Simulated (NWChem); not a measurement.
# Si2H4ClF (SMILES F[SiH]([SiH3])Cl) at 6 levels

Aim: a comparison of 6 runs (HF/STO-3G, HF/3-21G, B3LYP/6-31G*, B3LYP/def2-SVP, M06-2X/def2-SVP, CCSD(T)/def2-SVP) of Si2H4ClF. 

The results are computed with NWChem 7.3.0.

48 further runs of the same task are left out: 48 set aside as unsound or not needed. Runs told in other sessions of the task aren't counted.

**1. Starting point**

The species is Si2H4ClF (8 atoms), meant as a singlet with charge 0. SMILES: `F[SiH]([SiH3])Cl`. One bond was lengthened or shortened from a relaxed shape.

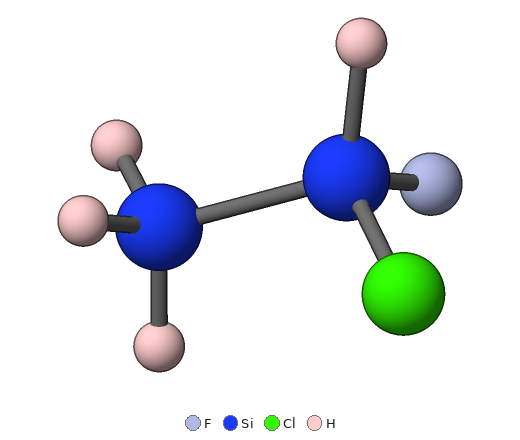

Viewed from a chosen angle; fluorine light blue, silicon blue, chlorine green, hydrogen pink.

**2. The energy at HF/STO-3G (run 1)**

Input file run.py:

```python
from ase import Atoms
from ase.calculators.nwchem import NWChem

system = Atoms(['F', 'Si', 'Si', 'Cl', 'H', 'H', 'H', 'H'], positions=[
    [-1.475946, 1.670392, 0.269905],
    [-0.529846, 0.686392, -0.558995],
    [0.392054, -0.919408, 0.870005],
    [-1.681046, -0.256508, -1.967195],
    [0.596600, 1.655400, -1.392300],
    [1.208754, -0.257508, 1.921005],
    [1.256554, -1.820208, 0.064305],
    [-0.703546, -1.700508, 1.498305],
])

calc = NWChem(
    label='test',
    theory='scf',
    memory='2200 mb',
    basis='STO-3G',
    basispar='spherical bse',
    scf={'nopen': '0', 'rhf': None, 'thresh': '1e-08', 'maxiter': '80'},
    task='energy',
)
system.calc = calc

e = system.get_potential_energy()
print(f"E = {e:.6f} eV")
print("dipole (e A):", system.get_dipole_moment().round(4))
```

Command:

```
$ export ASE_NWCHEM_COMMAND="nwchem PREFIX.nwi > PREFIX.nwo"
$ python run.py
```

The log of the run:

```text
E = -30645.697397 eV
dipole (e A): [0.4867 0.0382 0.4168]
```

The calculator wrote test.nwi:

```
title "test"

permanent_dir test

scratch_dir test

start test

geometry units angstrom nocenter noautosym noautoz
  F  -1.4759460000000000e+00 1.6703920000000001e+00 2.6990500000000001e-01
  Si -5.2984600000000004e-01 6.8639200000000000e-01 -5.5899500000000002e-01
  Si 3.9205400000000001e-01 -9.1940800000000000e-01 8.7000500000000003e-01
  Cl -1.6810460000000000e+00 -2.5650800000000001e-01 -1.9671950000000000e+00
  H  5.9660000000000002e-01 1.6554000000000000e+00 -1.3923000000000001e+00
  H  1.2087540000000001e+00 -2.5750800000000001e-01 1.9210050000000001e+00
  H  1.2565539999999999e+00 -1.8202080000000000e+00 6.4305000000000001e-02
  H  -7.0354600000000000e-01 -1.7005079999999999e+00 1.4983050000000000e+00
end

memory 2200 mb

basis spherical bse noprint
   * library STO-3G
end

scf
  nopen 0
  rhf
  thresh 1e-08
  maxiter 80
end

task scf energy
```

test.nwo:

```text
Northwest Computational Chemistry Package (NWChem) 7.3.0
             --------------------------------------------------------

           Job information
           ---------------

    nwchem branch   = 7.3.0
    use scalapack   = T
    input           = test.nwi
    prefix          = test.
    data base       = test/test.db
    status          = startup
    nproc           =        1

           Memory information
           ------------------

[... 5 lines left out ...]
    hardfail = no
[... 133 lines left out ...]
         Quadratically convergent ROHF
[... 14 lines left out ...]
       Final RHF  results
[... 4 lines left out ...]
      Two-electron energy =    715.038031798676
[... 45 lines left out ...]
                       ROHF Final Molecular Orbital Analysis
[... 183 lines left out ...]
       Multipole analysis of the density wrt the origin
       ------------------------------------------------

     L   x y z        total         open         nuclear
     -   - - -        -----         ----         -------
     0   0 0 0     -0.000000      0.000000     58.000000

     1   1 0 0      0.919697      0.000000    -78.295169
[... 8 lines of this table left out ...]
     2   0 0 2    -35.042651      0.000000    318.868843

 Task  times  cpu:        1.4s     wall:        1.4s
 Total times  cpu:        1.4s     wall:        1.4s
```

It took 2.2 s on 1 thread of AMD EPYC 9R45 (Zen 5), shared host; peak memory 0.099 GiB.

**3. A single-point energy at HF/3-21G (run 2)**

Input file mymol.nw:

```
echo
start mymol
title "ClFH4Si2"
memory 2200 mb
charge 0

geometry units au noautosym nocenter noautoz
  F   -2.78913371   3.15658340   0.51004653
  Si  -1.00126383   1.29709289  -1.05634746
  Si   0.74087469  -1.73742932   1.64407118
  Cl  -3.17671654  -0.48472987  -3.71745978
  H    1.12741061   3.12825263  -2.63106568
  H    2.28421401  -0.48661959   3.63017333
  H    2.37454292  -3.43969461   0.12151884
  H   -1.32950926  -3.21349439   2.83138610
end

basis spherical bse
  F library 3-21G
  Si library 3-21G
  Cl library 3-21G
  H library 3-21G
end

scf
  thresh 1e-08
  maxiter 80
  print low
end

task scf energy
```

Command:

```
$ nwchem mymol.nw > mymol.out
```

The log of the run:

```text
[...]
  functions       =    56
[...]
  wavefunction    = RHF
[...]
         Total SCF energy =  -1133.379914396729
      One-electron energy =  -2119.836540323959
      Two-electron energy =    711.334135887295
 Nuclear repulsion energy =    275.122490039935
        Time for solution =      1.4s
 Task  times  cpu:        1.5s     wall:        1.5s
[...]
```

Wall time 2 s (1 thread of AMD EPYC 9R45 (Zen 5), shared host); peak memory 0.099 GiB.

**4. A single-point energy at B3LYP/6-31G(d) (spherical functions) (run 3)**

Input file sp.nw:

```
start sp
title "ClFH4Si2 energy"
memory 2200 mb
geometry units angstrom noautosym nocenter noautoz
  F       -1.475946       1.670392       0.269905
  Si      -0.529846       0.686392      -0.558995
  Si       0.392054      -0.919408       0.870005
  Cl      -1.681046      -0.256508      -1.967195
  H        0.596600       1.655400      -1.392300
  H        1.208754      -0.257508       1.921005
  H        1.256554      -1.820208       0.064305
  H       -0.703546      -1.700508       1.498305
end
basis spherical bse
  F library 6-31G*
  Si library 6-31G*
  Cl library 6-31G*
  H library 6-31G*
end
dft
  xc b3lyp
  grid xfine
  convergence energy 1e-08
  iterations 100
  mulliken
end
task dft
```

Command:

```
$ nwchem sp.nw > sp.out
```

The log of the run:

```text
[...]
          Wavefunction type:  closed shell.
          No. of atoms     :     8
          No. of electrons :    58
[...]
          Charge           :     0
          Spin multiplicity:     1
[...]
          AO basis - number of functions:    76
[...]
              XC Information
              --------------
                         B3LYP Method XC Potential
                     Hartree-Fock (Exact) Exchange  0.200
                        Slater Exchange Functional  0.800 local
                    Becke 1988 Exchange Functional  0.720 non-local
              Lee-Yang-Parr Correlation Functional  0.810
                  VWN I RPA Correlation Functional  0.190 local
[...]
 d= 0,ls=0.0,diis     1  -1141.4389870750 -1.42D+03  1.82D-02  5.88D-01     2.2
[...]
 d= 0,ls=0.0,diis     8  -1141.5129667251 -6.73D-09  5.20D-06  1.41D-07    13.9
         Total DFT energy =    -1141.512966725150
      One electron energy =    -2127.931216425017
           Coulomb energy =      793.461876779010
    Exchange-Corr. energy =      -82.166136827190
 Nuclear repulsion energy =      275.122509748047
[...]
      Total Density - Mulliken Population Analysis
     ---------------------------------------------
    Atom       Charge   Shell Charges
 -----------   ------   -------------------------------------------------------
    1 F    9     9.37   2.00  0.93  3.32  1.03  2.08  0.01
    2 Si  14    13.29   2.00  2.00  5.96  1.00  1.63  0.20  0.24  0.26
    3 Si  14    13.87   2.00  2.00  5.96  1.03  2.01  0.31  0.44  0.12
    4 Cl  17    17.24   2.00  2.00  5.97  1.41  3.65  0.54  1.65  0.02
    5 H    1     1.11   0.46  0.65
    6 H    1     1.04   0.51  0.54
    7 H    1     1.04   0.51  0.54
    8 H    1     1.04   0.51  0.53
[...]
```

Wall time 14 s (1 thread of AMD EPYC 9R45 (Zen 5), shared host); peak memory 0.14 GiB.

Runs 4 to 5 aren't shown in full; the table further down has their settings and results.

**5. The energy at CCSD(T)/def2-SVP (run 6)**

Input file calc.nw:

```
start calc
memory stack 880 mb heap 220 mb global 1100 mb
geometry units angstroms noautosym nocenter noautoz
F    -1.475946    1.670392    0.269905
Si   -0.529846    0.686392   -0.558995
Si    0.392054   -0.919408    0.870005
Cl   -1.681046   -0.256508   -1.967195
H     0.596600    1.655400   -1.392300
H     1.208754   -0.257508    1.921005
H     1.256554   -1.820208    0.064305
H    -0.703546   -1.700508    1.498305
end
basis "ao basis" spherical bse
* library def2-SVP
end
scf
singlet
rhf
thresh 1e-08
maxiter 80
print low
end
ccsd
freeze core 16
maxiter 60
end
task ccsd(t) energy
```

Command:

```
$ nwchem calc.nw > calc.out
```

The log of the run:

```text
[...]
  functions       =    88
[...]
  wavefunction    = RHF
[...]
         Total SCF energy =  -1138.811153569786
      One-electron energy =  -2126.611506189447
      Two-electron energy =    712.677842871614
 Nuclear repulsion energy =    275.122509748047
        Time for solution =      5.5s
[...]
 Total MP2 energy:          -1139.324670672639513
[...]
             energy      energy      error      ampl     ampl      Block
                                                time     time      time
[...]
 Total CCSD energy:          -1139.374169694954844
[...]
 Total CCSD+T(CCSD) energy:          -1139.386648271681224
[...]
 Total CCSD(T) energy:               -1139.385780365753362
[...]
```

Wall time 65 s (1 thread of AMD EPYC 9R45 (Zen 5), shared host); peak memory 0.24 GiB.

**6. All runs side by side**

```
run                               level  iteration cap   module   energy (Eh)  dipole moment (D)  HOMO energy (eV)  LUMO energy (eV)  wall time
  1                           HF/STO-3G             80      scf  -1126.208616               3.08             -8.75              8.30      2.2 s
  2                            HF/3-21G             80      scf  -1133.379914                  –                 –                 –        2 s
  3  B3LYP/6-31G* (spherical functions)            100      dft  -1141.512967               1.79             -8.08             -0.50       14 s
  4                      B3LYP/def2-SVP            100      dft  -1141.164371               1.52             -8.03             -0.48       13 s
  5                     M06-2X/def2-SVP            100      dft  -1141.022053               1.69             -9.39              0.47       19 s
  6                    CCSD(T)/def2-SVP             80  ccsd(t)  -1139.385780                  –                 –                 –       65 s
```

**7. Results**

```
                                           quantity           value
                                run 6: total energy  -1139.38578 Eh
run 6: correlation energy (16 core orbitals frozen)      -574.6 mEh
                              run 6: (T) correction      -11.61 mEh
```

**Reading.** Over runs 1, 3, 4, 5 the dipole moment (its size) runs from 1.52 D (B3LYP/def2-SVP) to 3.08 D (HF/STO-3G). The two ends differ in method and basis. Over runs 1, 3, 4, 5 the HOMO–LUMO gap runs from 7.54 eV (B3LYP/def2-SVP) to 17.05 eV (HF/STO-3G). Totals of different functionals can't be ranked against each other. In run 1 the basis is minimal, so the values are rough. All runs together took 1.9 min, the longest 65 s.
